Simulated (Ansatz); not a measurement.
# CdGe3: one candidate structure, part 2 of 2

Aim: relax CdGe3 from this start, Cu3Au (L1_2) type (Pm-3m, No. 221), and see where it ends.

Ansatz 0.2.0; DFT PBE, scalar-relativistic, plane waves, PAW. The steps go on from the part before.

### Step 4. Relaxing cell and atoms

Input file input.yaml:

```yaml
crystal:
  lattice:
    - [4.3579085193, 0.0, 0.0]
    - [0.0, 4.3579085193, 0.0]
    - [0.0, 0.0, 4.3579085193]
  atoms:
    - { symbol: Cd, position: [0.0, 0.0, 0.0] }
    - { symbol: Ge, position: [0.0, 0.5, 0.5] }
    - { symbol: Ge, position: [0.5, 0.0, 0.5] }
    - { symbol: Ge, position: [0.5, 0.5, 0.0] }
basis:
  ecutwfc: 420
kpoints:
  mp_grid: { grid: [10, 10, 10] }
hamiltonian:
  xc: pbe
scf:
  occupations: { method: gaussian, width: 0.1 }
output:
  forces: true
  stress: true
  eigenvalues: true
  write_density: true
  write_potential: true
  elf: true
  volumetric_format: npy
relax:
  adjacent_minimum: "off"
  f_tol: 0.01
  max_steps: 80
  cell: { stress_tol: 0.05 }
```

Run with:

```sh
ansatz run input.yaml --threads 1 --pin off --max-ram 2560MiB --backend cpu --events-out ev --progress --plain --runs-dir out
```

What it wrote:

```text
Warning: RAYON_NUM_THREADS=1 ignored (pool sized by the plan → 1); use --threads N
Engine: ansatz 0.2.0, x86_64-unknown-linux-gnu
Pseudopotentials: kind: paw
Pseudopotential: Cd, paw, valence charge 20, recommended cutoff 420 eV (normal), Cd.paw.azcp
Pseudopotential: Ge, paw, valence charge 14, recommended cutoff 420 eV (normal), Ge.paw.azcp
Functional definition: PBE
  parameter kappa = 0.804
  parameter beta = 0.06672455060314922
  exchange = pbe_x(kappa = kappa, mu = beta*pi^2/3)
  correlation = pbe_c(beta = beta)
Crystal: 4 atoms, lattice volume = 82.763 Å³
Basis set: ecut = 420 eV, 1647 PW (Γ), exchange–correlation on 60×60×60 points (8 copies of the dense FFT grid, shifted against one another)
Bands: 38, of which v1, the nominal top of the filled ones, is band 31 counted from 1 (30 counted from 0)
Symmetry: 48 space group operations
Space group: Pm-3m (ITA 221), of the structure as read, at distance tolerance 4.4e-5 Å
k-points: 56 of 1000
Non-local potential: Cd, projectors of the file, l = 0: 3, l = 1: 2, l = 2: 2, l = 3: 1
Non-local potential: Ge, projectors of the file, l = 0: 2, l = 1: 2, l = 2: 3, l = 3: 1
PAW form: soft (Blöchl's): semilocal exchange-correlation on the pseudo side does not see the compensation charge
PAW one-centre angular grid: Cd, 590 points (default); XC on 64 Gauss nodes
PAW one-centre angular grid: Ge, 590 points (default); XC on 64 Gauss nodes
Initial density: superposition of atomic densities (neutral atoms: chi_scale 0, normalization atom), corrected by the library's trained network
Initial wavefunctions: pseudopotential atomic-orbital guess
Functional: x = pbe(κ = 0.804, μ = 0.2195149727645171), c = pbe(β = 0.06672455060314922)
SCF iter   1: F=—  HF=-21138.263490 eV  |F-HF|=—  |Δ(HF+E_count)|=         —  Δρ=5.16e-4  dr2=3.02e-4  ethr=1.77e-3  ⟨swp⟩=5.4  Hψ=7188  notcnv=0  defer=7
preconditioner: auto → Kerker (q_TF=auto, 2.600 Å⁻¹)  [metal: Δε(μ)=0.011 eV  Ē_g=19.988 eV  σ=0.100 eV  W_gap=0.06  n_scr=26 (ndim 8)  ℏωp=30.0 eV  f_vac=0.000  D(μ)=1.76/eV (n_scr^D=6)]
SCF iter   2: F=—  HF=-21138.263899 eV  |F-HF|=—  |Δ(HF+E_count)|=   4.09e-4  Δρ=3.29e-4  dr2=1.15e-4  ethr=4.87e-7  ⟨swp⟩=3.1  Hψ=4518  notcnv=0  defer=8
SCF iter   3: F=—  HF=-21138.263924 eV  |F-HF|=—  |Δ(HF+E_count)|=   2.49e-5  Δρ=9.09e-5  dr2=1.61e-5  ethr=1.86e-7  ⟨swp⟩=2.2  Hψ=2704  notcnv=0  defer=8
SCF iter   4: F=—  HF=-21138.264035 eV  |F-HF|=—  |Δ(HF+E_count)|=   1.11e-4  Δρ=3.97e-5  dr2=1.66e-6  ethr=2.60e-8  ⟨swp⟩=2.0  Hψ=3564  notcnv=0  defer=8
iter 5 did not close the SCF: its close was put off for the readings that it lacked (scf_convergence_deferred on its scf_iter line)
SCF iter   5: F=-21138.264035 eV  HF=-21138.264035 eV  |F-HF|=4.68e-8  |Δ(HF+E_count)|=   6.71e-9  Δρ=1.04e-5  dr2=5.36e-8  ethr=2.68e-9  ⟨swp⟩=2.0  Hψ=3561  notcnv=0  defer=8
SCF iter   6: F=-21138.264035 eV  HF=-21138.264035 eV  |F-HF|=4.69e-10  |Δ(HF+E_count)|=   1.26e-9  Δρ=4.00e-6  dr2=1.03e-8  ethr=8.64e-11  ⟨swp⟩=8.1  Hψ=12345  notcnv=0
SCF 1 converged in 6 iterations: F = -21138.264035 eV  dr2 = 1.03e-8
relax step   1: F+E_penalty+E_count = -21138.26403480 eV  Δ(F+E_penalty+E_count) = +0.000e0 eV  max|allowed force component| = 2.669e-29 eV/Å  Δτ_max = 0.0000 Å  P = -0.394 GPa  Ω = 82.763 Å³  (6 SCF iters, dr2 threshold 1.00e-7 eV, accepted)
Crystal: 4 atoms, lattice volume = 82.000 Å³
Basis set: ecut = 420 eV, 1575 PW (Γ), exchange–correlation on 60×60×60 points (8 copies of the dense FFT grid, shifted against one another)
Initial density: handed on by an earlier stage of this run
Initial wavefunctions: those handed on with the density
iter 1 solved again at ethr=5.54e-8 eV; its pass at ethr=3.10e-3 eV (dr2=3.44e-5 eV) is discarded
SCF iter   1: F=—  HF=-21138.264659 eV  |F-HF|=—  |Δ(HF+E_count)|=         —  Δρ=2.12e-4  dr2=4.84e-5  ethr=5.54e-8  ⟨swp⟩=2.1  Hψ=9064  notcnv=0
preconditioner: auto → Kerker (q_TF=auto, 2.604 Å⁻¹)  [metal: Δε(μ)=0.011 eV  Ē_g=20.018 eV  σ=0.100 eV  W_gap=0.06  n_scr=26 (ndim 8)  ℏωp=30.1 eV  f_vac=0.000  D(μ)=1.75/eV (n_scr^D=6)]
SCF iter   2: F=—  HF=-21138.264780 eV  |F-HF|=—  |Δ(HF+E_count)|=   1.21e-4  Δρ=1.14e-4  dr2=1.75e-5  ethr=5.54e-8  ⟨swp⟩=2.0  Hψ=2492  notcnv=0
SCF iter   3: F=—  HF=-21138.264777 eV  |F-HF|=—  |Δ(HF+E_count)|=   2.97e-6  Δρ=3.80e-5  dr2=2.39e-6  ethr=2.83e-8  ⟨swp⟩=2.4  Hψ=2674  notcnv=0
SCF iter   4: F=-21138.264776 eV  HF=-21138.264776 eV  |F-HF|=2.39e-7  |Δ(HF+E_count)|=   5.35e-7  Δρ=1.28e-5  dr2=1.49e-7  ethr=6.27e-10  ⟨swp⟩=5.8  Hψ=12966  notcnv=0
SCF 2 converged in 4 iterations: F = -21138.264776 eV  dr2 = 1.49e-7
relax step   2: F+E_penalty+E_count = -21138.26477580 eV  Δ(F+E_penalty+E_count) = -7.410e-4 eV  max|allowed force component| = 1.042e-29 eV/Å  Δτ_max = 0.0000 Å  P = +0.164 GPa  Ω = 82.000 Å³  energy of the carried Pulay correction = +1.818e-4 eV  (4 SCF iters, dr2 threshold 3.89e-7 eV, accepted)
Crystal: 4 atoms, lattice volume = 82.222 Å³
iter 1 solved again at ethr=3.51e-9 eV; its pass at ethr=3.10e-3 eV (dr2=2.17e-6 eV) is discarded
SCF iter   1: F=—  HF=-21138.264710 eV  |F-HF|=—  |Δ(HF+E_count)|=         —  Δρ=6.50e-5  dr2=3.84e-6  ethr=3.51e-9  ⟨swp⟩=2.6  Hψ=9085  notcnv=0
preconditioner: auto → Kerker (q_TF=auto, 2.603 Å⁻¹)  [metal: Δε(μ)=0.008 eV  Ē_g=20.013 eV  σ=0.100 eV  W_gap=0.04  n_scr=26 (ndim 8)  ℏωp=30.1 eV  f_vac=0.000  D(μ)=1.76/eV (n_scr^D=6)]
SCF iter   2: F=—  HF=-21138.264835 eV  |F-HF|=—  |Δ(HF+E_count)|=   1.26e-4  Δρ=3.23e-5  dr2=1.21e-6  ethr=3.51e-9  ⟨swp⟩=2.0  Hψ=3486  notcnv=0
SCF iter   3: F=—  HF=-21138.264835 eV  |F-HF|=—  |Δ(HF+E_count)|=   1.72e-7  Δρ=1.27e-5  dr2=2.24e-7  ethr=1.95e-9  ⟨swp⟩=2.3  Hψ=2688  notcnv=0
SCF iter   4: F=-21138.264835 eV  HF=-21138.264835 eV  |F-HF|=1.48e-8  |Δ(HF+E_count)|=   4.85e-8  Δρ=3.88e-6  dr2=1.80e-8  ethr=1.08e-10  ⟨swp⟩=7.0  Hψ=11241  notcnv=0
SCF 3 converged in 4 iterations: F = -21138.264835 eV  dr2 = 1.80e-8
relax step   3: F+E_penalty+E_count = -21138.26483516 eV  Δ(F+E_penalty+E_count) = -5.936e-5 eV  max|allowed force component| = 6.640e-30 eV/Å  Δτ_max = 0.0000 Å  P = -0.002 GPa  Ω = 82.222 Å³  energy of the carried Pulay correction = +1.286e-4 eV  (4 SCF iters, dr2 threshold 6.71e-8 eV, accepted)
Initial wavefunctions: pseudopotential atomic-orbital guess (no wavefunctions were taken with the density)
iter 1 solved again at ethr=6.97e-9 eV; its pass at ethr=3.10e-3 eV (dr2=4.32e-6 eV) is discarded
SCF iter   1: F=—  HF=-21138.264576 eV  |F-HF|=—  |Δ(HF+E_count)|=         —  Δρ=1.12e-5  dr2=3.43e-8  ethr=6.97e-9  ⟨swp⟩=3.5  Hψ=12284  notcnv=0
preconditioner: auto → Kerker (q_TF=auto, 2.603 Å⁻¹)  [metal: Δε(μ)=0.008 eV  Ē_g=20.011 eV  σ=0.100 eV  W_gap=0.05  n_scr=26 (ndim 8)  ℏωp=30.1 eV  f_vac=0.000  D(μ)=1.76/eV (n_scr^D=6)]
SCF iter   2: F=—  HF=-21138.264703 eV  |F-HF|=—  |Δ(HF+E_count)|=   1.26e-4  Δρ=6.20e-6  dr2=1.45e-8  ethr=5.54e-11  ⟨swp⟩=2.0  Hψ=3851  notcnv=0
SCF iter   3: F=—  HF=-21138.264703 eV  |F-HF|=—  |Δ(HF+E_count)|=   2.16e-9  Δρ=1.60e-6  dr2=1.93e-9  ethr=2.33e-11  ⟨swp⟩=2.0  Hψ=2364  notcnv=0
SCF iter   4: F=—  HF=-21138.264703 eV  |F-HF|=—  |Δ(HF+E_count)|=  2.36e-10  Δρ=3.89e-7  dr2=2.30e-10  ethr=3.11e-12  ⟨swp⟩=2.8  Hψ=3428  notcnv=0
SCF iter   5: F=—  HF=-21138.264703 eV  |F-HF|=—  |Δ(HF+E_count)|=  1.09e-11  Δρ=1.91e-7  dr2=4.98e-11  ethr=1.00e-12  ⟨swp⟩=2.0  Hψ=3016  notcnv=0
SCF iter   6: F=-21138.264703 eV  HF=-21138.264703 eV  |F-HF|=0.00e0  |Δ(HF+E_count)|=  2.91e-11  Δρ=7.65e-8  dr2=3.55e-12  ethr=1.00e-12  ⟨swp⟩=5.1  Hψ=8072  notcnv=0
SCF 4 converged in 6 iterations: F = -21138.264703 eV  dr2 = 3.55e-12
relax step   4: F+E_penalty+E_count = -21138.26470254 eV  Δ(F+E_penalty+E_count) = +1.326e-4 eV  max|allowed force component| = 9.992e-30 eV/Å  Δτ_max = 0.0000 Å  P = -0.001 GPa  Ω = 82.222 Å³  stress off target by 1.06e-3 GPa  SCF on the basis re-selected at this cell (its energy is not comparable with the rows above)  (6 SCF iters)
basis re-selected at this cell: Δ(F+E_penalty+E_count) = +1.326e-4 eV, ΔP = +0.001 GPa vs the last step (what re-selecting the basis moved, of the pressure what is left beyond the Pulay correction that the steps carried, after the strain that the cell walked since its last selection, with what the two solves' SCF thresholds leave and, on support functions, any second-order correction that the steps lacked; it is no measure of the basis error at this ecutwfc). This SCF's stress stands 1.06e-3 GPa from its target on what of the cell is left free (relax.cell.stress_tol is 5.00e-2 GPa) and its largest allowed force component is 9.99e-30 eV/Å (relax.f_tol is 1.00e-2 eV/Å): within both
SCF converged after 6 iterations
Free energy (F): -21138.264703 eV
Harris-Foulkes:  -21138.264703 eV  (|F-HF|=0.00e0)
Internal energy: -21138.255896 eV  (E = F + TS)
E sigma→0 (E₀):  -21138.260299 eV
Entropy (-TS):   -0.008807 eV (-2.202 meV/atom)
Fermi energy:    11.326786 eV
--- Per-component energies (eV) ---
  E_band       = -785.813630
  E_kinetic    = 833.453680
  E_local      = -9612.137457  (includes V_loc(G=0)·N_el)
  E_nonlocal   = 1276.054960
  E_hartree    = 4292.802986
  E_xc         = -402.985532
  E_vxc        = -414.363163  (∫ρ·V_xc dr)
  E_paw        = -10129.374569  (= ΣΔE_a)
  E_vpaw       = -1454.428435  (= ΣTr[D̂ρ^β])
  E_aug_tail   = 0.000874  (compensation charges beyond the density's cutoff)
  E_ewald      = -7396.070838
  E_smearing   = -0.008807  (= −TS)
  E_closure    = 0.000000  (closes the sum)
  Σ components = -21138.264703   (vs F -21138.264703, Δ=0.00e0)
--- Forces (eV/Å), atoms counted from 1 ---
  atom   1  Cd     0.00000000    -0.00000000     0.00000000
  atom   2  Ge    -0.00000000    -0.00000000     0.00000000
  atom   3  Ge     0.00000000    -0.00000000     0.00000000
  atom   4  Ge     0.00000000     0.00000000     0.00000000
  max |Σ_I F_I| component: 1.58e-29 eV/Å
--- Stress (GPa, compression-positive) ---
       -0.001061      -0.000000      -0.000000
       -0.000000      -0.001061      -0.000000
       -0.000000      -0.000000      -0.001061
  P = ⅓ Tr σ = -0.0011 GPa (-0.011 kbar)
--- Band table (eV; the first three rows and the last of 56) ---
  k-point 0: bands = ["-91.5095", "-52.5663", "-52.5663", "-52.5663", "-13.4487", "-13.4487", "-13.4487", "-13.4379", "-13.4148", "-13.4148", "-13.3904", "-13.3904", "-13.3904", "-13.3697", "-13.3697", "-13.3523", "-13.3383", "-13.3383", "-13.3383", "-0.7084", "2.2964", "2.2964", "2.5711", "2.5711", "2.5711", "5.9870", "5.9870", "7.8872", "7.8872", "7.8872", "10.3526", "13.6513", "13.6513", "13.6513", "15.5838", "15.5838", "15.5838", "18.3907"]
  k-point 1: bands = ["-91.5095", "-52.5663", "-52.5663", "-52.5663", "-13.4483", "-13.4462", "-13.4462", "-13.4363", "-13.4146", "-13.4134", "-13.3908", "-13.3904", "-13.3904", "-13.3710", "-13.3696", "-13.3535", "-13.3410", "-13.3410", "-13.3383", "-0.6327", "2.2947", "2.3083", "2.5593", "2.5593", "2.5715", "5.4326", "5.9864", "7.9838", "7.9838", "8.2264", "10.7698", "13.4001", "13.4906", "13.4906", "15.0377", "15.3346", "15.3346", "18.5903"]
  k-point 2: bands = ["-91.5095", "-52.5663", "-52.5663", "-52.5663", "-13.4472", "-13.4390", "-13.4390", "-13.4318", "-13.4140", "-13.4093", "-13.3919", "-13.3905", "-13.3905", "-13.3748", "-13.3695", "-13.3571", "-13.3487", "-13.3487", "-13.3383", "-0.4077", "2.2768", "2.3400", "2.5292", "2.5292", "2.5725", "4.4511", "5.9845", "8.2674", "8.2674", "8.6858", "11.8920", "12.8672", "12.8957", "12.8957", "14.0207", "15.1750", "15.1750", "18.8115"]
  k-point 55: bands = ["-91.5095", "-52.5664", "-52.5664", "-52.5664", "-13.4242", "-13.4208", "-13.4208", "-13.4208", "-13.4202", "-13.4202", "-13.4202", "-13.3819", "-13.3819", "-13.3765", "-13.3765", "-13.3765", "-13.3483", "-13.3483", "-13.3483", "1.8979", "1.8979", "1.8979", "2.6520", "2.6520", "4.3880", "4.3880", "4.3880", "6.2136", "6.9008", "6.9008", "6.9008", "8.7114", "17.4830", "17.4830", "17.4830", "17.5786", "17.5786", "22.1602"]
--- Relaxed structure (3 steps of the walk, 3 accepted, 1 SCFs on fresh bases) ---
  F+E_penalty+E_count = -21138.26470254 eV   max|allowed force component| = 9.992e-30 eV/Å   (the final SCF, on the basis selected at the relaxed cell)
  cell:  # Å, volume = 82.2224 Å³
    - [4.34840539004871, 9.62964972193618e-35, 1.6049416203226964e-34]
    - [9.62964972193618e-35, 4.34840539004871, 1.6049416203226965e-35]
    - [1.6049416203226964e-34, 1.6049416203226965e-35, 4.34840539004871]
  atoms:
    - { symbol: Cd, position: [2.3017658775082734e-36, -2.5535215204250603e-37, 2.30176587752052e-37] }
    - { symbol: Ge, position: [-3.222472228538041e-36, 0.5, 0.5] }
    - { symbol: Ge, position: [0.5, -6.0061703365331e-37, 0.5] }
    - { symbol: Ge, position: [0.5, 0.5, -3.452648816252479e-37] }
```

It took 18 s on 1 thread of Intel Xeon 6975P-C (Granite Rapids), shared host; peak memory 0.46 GiB.

The steps of the relaxation:

| step | energy from step 1 (eV/cell) | largest force component (eV/Å) | pressure (GPa) | volume (Å³) |
| --- | --- | --- | --- | --- |
| 1 | 0.0000 | 0.0000 | -0.39 | 82.76 |
| 2 | -0.0007 | 0.0000 | 0.16 | 82.00 |
| 3 | -0.0008 | 0.0000 | 0.00 | 82.22 |
| 4 | -0.0007 | 0.0000 | 0.00 | 82.22 |

Step 1 is the start. Step 4 repeats the geometry before it on a plane-wave basis chosen anew for that cell, so its energy need not be comparable with the rows above.

|  | before | after | change |
| --- | --- | --- | --- |
| a (Å) | 4.358 | 4.348 | -0.2 % |
| b (Å) | 4.358 | 4.348 | -0.2 % |
| c (Å) | 4.358 | 4.348 | -0.2 % |
| volume (Å³/atom) | 20.69 | 20.56 | -0.7 % |
| shortest distance (Å) | 3.082 | 3.075 | -0.2 % |
| space group (0.01 Å) | Pm-3m | Pm-3m | same |

The run keeps the 48 symmetry operations of the start, so it could not have lowered the symmetry.

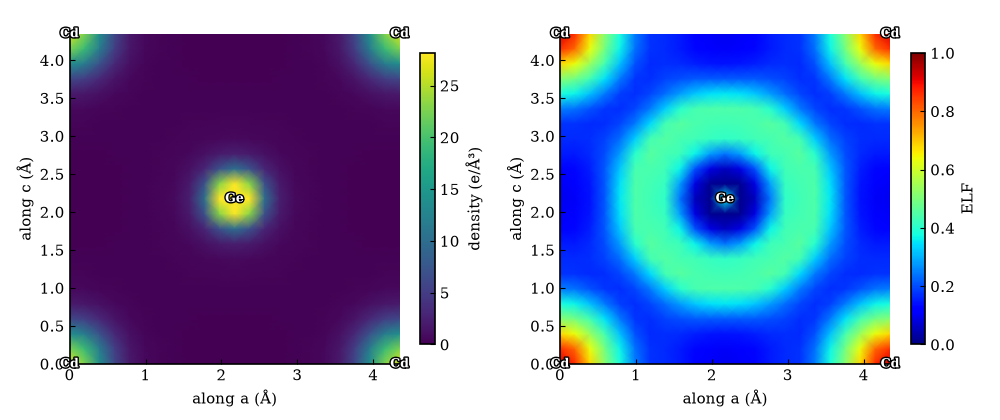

Density (left) and ELF (right) in a lattice plane of the grid's cell (edges 4.35 and 4.35 Å, at 1.000 of the third edge), which holds Cd and Ge. Only atoms in the plane are labelled; the density scale stops at 28.15 e/Å³. Both are smooth fields of the valence electrons: close to the nuclei they are not physical.

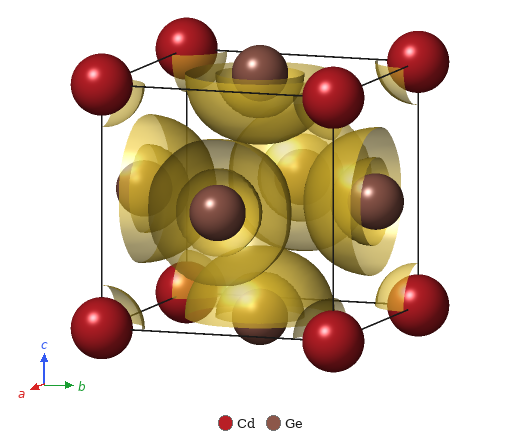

Surface of ELF = 0.40, drawn in one cell.

The highest ELF values outside the cores: 0.46 on the Ge–Cd line, 1.2 Å from Ge.

### Step 5. Changing settings: n_extra_bands 32, preconditioner none

Input file input.yaml:

```yaml
crystal:
  lattice:
    - [4.34840539, 0.0, 0.0]
    - [0.0, 4.34840539, 0.0]
    - [0.0, 0.0, 4.34840539]
  atoms:
    - { symbol: Cd, position: [0.0, 0.0, 0.0] }
    - { symbol: Ge, position: [0.0, 0.5, 0.5] }
    - { symbol: Ge, position: [0.5, 0.0, 0.5] }
    - { symbol: Ge, position: [0.5, 0.5, 0.0] }
basis:
  ecutwfc: 420
kpoints:
  mp_grid: { grid: [10, 10, 10] }
hamiltonian:
  xc: pbe
scf:
  occupations: { method: gaussian, width: 0.1 }
  n_extra_bands: 32
  mixing: { preconditioner: none }
output:
  forces: true
  eigenvalues: true
  stress: true
```

Run with:

```sh
ansatz run input.yaml --threads 1 --pin off --max-ram 2560MiB --backend cpu --events-out ev --progress --plain --runs-dir out
```

What it wrote (excerpt; [...] marks lines left out):

```text
Warning: RAYON_NUM_THREADS=1 ignored (pool sized by the plan → 1); use --threads N
scf.n_extra_bands = 32 over 31 filled bands (N_el = 62.0): the run solves 63 bands
[...]
[... 4 set-up lines as earlier in the session ...]
[...]
Crystal: 4 atoms, lattice volume = 82.222 Å³
Basis set: ecut = 420 eV, 1575 PW (Γ), exchange–correlation on 60×60×60 points (8 copies of the dense FFT grid, shifted against one another)
Bands: 63, of which v1, the nominal top of the filled ones, is band 31 counted from 1 (30 counted from 0)
[... 1 set-up line as earlier in the session ...]
Space group: Pm-3m (ITA 221), of the structure as read, at distance tolerance 4.3e-5 Å
k-points: 56 of 1000
[...]
SCF iter   1: F=—  HF=-21138.264188 eV  |F-HF|=—  |Δ(HF+E_count)|=         —  Δρ=5.39e-4  dr2=3.32e-4  ethr=1.77e-3  ⟨swp⟩=5.4  Hψ=14030  notcnv=0  defer=954
[...]
SCF iter   6: F=-21138.264703 eV  HF=-21138.264703 eV  |F-HF|=3.06e-9  |Δ(HF+E_count)|=   4.30e-8  Δρ=2.05e-6  dr2=1.21e-9  ethr=3.00e-11  ⟨swp⟩=9.9  Hψ=19312  notcnv=0
[...]
SCF converged after 6 iterations
Free energy (F): -21138.264703 eV
[...]
E sigma→0 (E₀):  -21138.260299 eV
Entropy (-TS):   -0.008807 eV (-2.202 meV/atom)
Fermi energy:    11.326783 eV
[...]
--- Forces (eV/Å), atoms counted from 1 ---
  atom   1  Cd    -0.00000000     0.00000000    -0.00000000
  atom   2  Ge     0.00000000     0.00000000     0.00000000
  atom   3  Ge     0.00000000    -0.00000000     0.00000000
  atom   4  Ge     0.00000000    -0.00000000    -0.00000000
[...]
--- Stress (GPa, compression-positive) ---
       -0.001062       0.000000       0.000000
        0.000000      -0.001062      -0.000000
       -0.000000      -0.000000      -0.001062
  P = ⅓ Tr σ = -0.0011 GPa (-0.011 kbar)
--- Band table (eV; the first three rows and the last of 56) ---
[...]
```

Wall time 5.8 s (1 thread of Intel Xeon 6975P-C (Granite Rapids), shared host); peak memory 0.5 GiB.

```csv
run,ending,energy change,pressure (GPa),gap (eV),force (eV/Å),cycles,time
step 4,converged,0,0.0,0.00,0.00,-,18 s
variant,converged,0.0 meV/atom,0.0,0.00,0.00,6,5.8 s
```

The changed band count and mixing doesn't alter the result here (within 0.5 meV/atom).

### Step 6. Results

The summary covers parts 1 to 2. Changes of volume or cell count from the first structure of part 1.

Formation energies count from the elements, computed with the same settings in runs not shown here.

```
                          quantity                                                                      value
                              cell  a = 4.348 Å, b = 4.348 Å, c = 4.348 Å, α = 90.00°, β = 90.00°, γ = 90.00°
                       space group                                                            Pm-3m (No. 221)
                            volume                                                              20.56 Å³/atom
                   gap on the mesh                                                               none (metal)
formation energy from the elements                                                             +0.284 eV/atom
```

In words: The space group stayed Pm-3m, and from the first guess the volume went from 18.83 to 20.56 Å³/atom. The formation energy of +0.28 eV/atom is positive, so the elements lie lower than this structure; another structure of the compound can lie lower.
